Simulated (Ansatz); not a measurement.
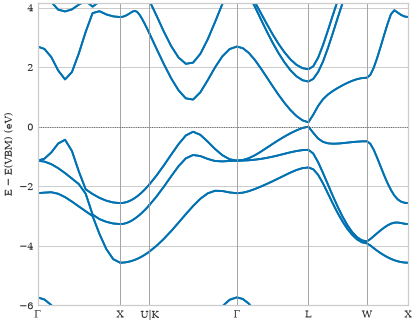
*Band structure from DFT-r²SCAN with spin–orbit coupling in the program Ansatz with PAW potentials*

Question: Read off the gap and where the band edges lie.

Answer: About 0.1 eV (0.15 eV by a search for the band edges); maximum at L, minimum at L.

The material is TePb (rock salt, Fm-3m).

The cell was relaxed with r²SCAN under the symmetry of its start; of distortions, only those at the zone centre were tested.

Potentials: the later of the program's two PAW sets.
